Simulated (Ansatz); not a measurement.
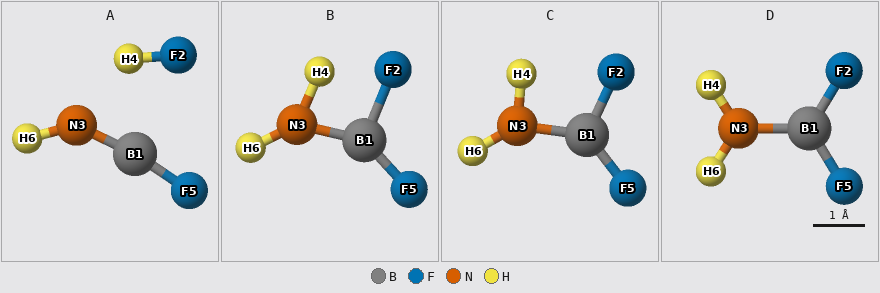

4 geometries from a converged minimum-energy path of BNH$_{2}$F$_{2}$, shuffled. The picture is a ball-and-stick view, seen face on.

Level of theory: RKS PBE-D4/def2-SVP in Ansatz 0.2.0. Run with 5 movable images; climbing image; force threshold 0.05 eV/Å; iteration limit 60; starting path through a guess of the saddle point.

Which of them lies highest in energy?

Answer. A. In order along the path, whose images run from 0 to 6: D (image 0, 0.00 eV), C (image 2, +0.64 eV), B (image 3, +1.91 eV), A (image 5, +3.35 eV). Breaking: B1–F2 (1.34 → 2.14 at the top → 2.61 Å), N3–H4 (1.02 → 1.68 at the top → 1.80 Å). Forming: F2–H4 (2.66 → 0.98 at the top → 0.96 Å).
